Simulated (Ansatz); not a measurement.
**F3Hf···HF (doublet): density, localisation and related maps**

Input

```
crystal:
  periodic: [false, false, false]
  atoms:
    - { symbol: Hf, position_ang: [0.0, 0.0, 0.0] }
    - { symbol: F, position_ang: [0.0, 0.0, 2.23] }
    - { symbol: F, position_ang: [1.8671, 0.0, -0.6593] }
    - { symbol: F, position_ang: [-0.9326, 1.6157, -0.6593] }
    - { symbol: F, position_ang: [-0.9326, -1.6157, -0.6593] }
    - { symbol: H, position_ang: [0.0, 0.0, 3.45] }
magnetization:
  spin_polarized: true
  initial_magnetization: 1
basis:
  gaussian: { orbitals: def2-SVP }
hamiltonian:
  xc: blyp
  dispersion: d4
relax:
  f_tol: 0.15
  max_steps: 25
  restrain:
    - { distance: [1, 5], at: 0.92, k: 30.0 }
    - { distance: [0, 1], at: 3.18, k: 30.0 }
output:
  orbitals: {}
```

Command:

```sh
ansatz run input.yaml --threads 4 --pin off --max-ram 5120MiB --backend cpu --events-out ev --progress --plain --runs-dir out
```

The fields are those of the run's last geometry, not of the input's.

Core potentials replace the inner electrons of Hf; not at a stationary point (largest force 0.6 eV/Å).

These are results of UKS BLYP-D4/def2-SVP (Ansatz), not measurements.

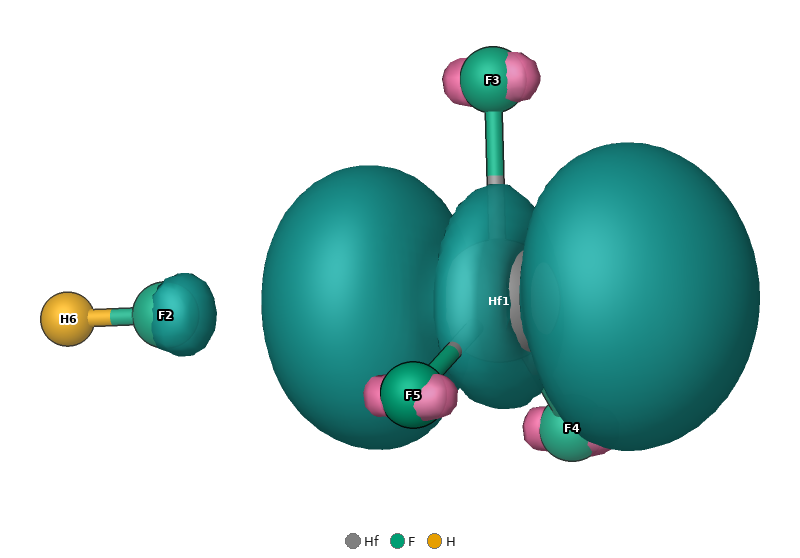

Figure 1. Isosurfaces of the spin density at +0.015 (teal) and −0.015 e/Å³ (pink), seen at a tilt.

Question: Which atoms carry the spin?

Answer: The unpaired spin (1 electron) lies mostly on Hf1 (about 0.9), in electrons by Hirshfeld's partition.

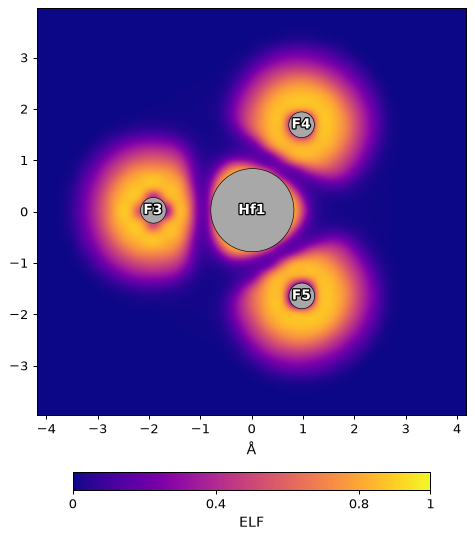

Figure 2. ELF on the plane of atoms F3, Hf1 and F5. Grey discs cover the atomic cores.

Question: What do the fields say about this system?

Answer: The section cuts through Hf and F sites. Hf–F (1.93 Å): the ELF peaks at about 0.85 in the valence shell of F, 0.5 Å from its nucleus, and drops to about 0.20 between the two atoms.

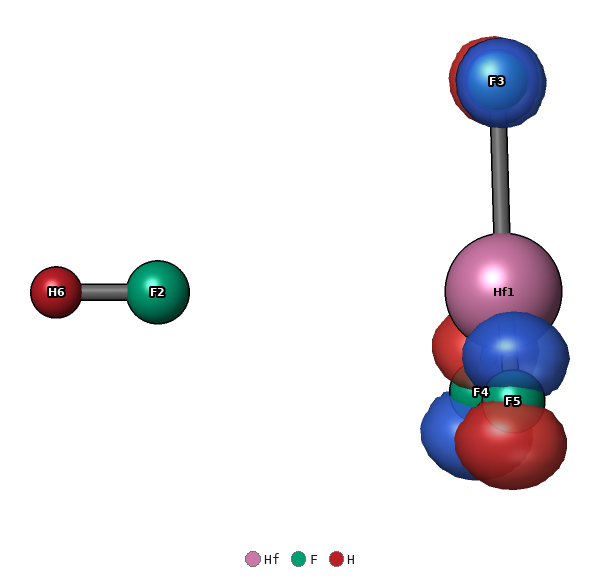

Figure 3. The HOMO (β) at ±0.3 Å⁻³ᐟ² (blue and red are the two phases), seen across its widest extent.

Question: What is the character of this orbital?

Answer: Its weight (Hirshfeld) is mainly on F4 (about 35 %), F5 (about 35 %) and F3 (about 20 %); largely a combination of lone pairs on F4, F5 and F3. It is one of a degenerate set, so its orientation is arbitrary. Its energy is −9.21 eV.
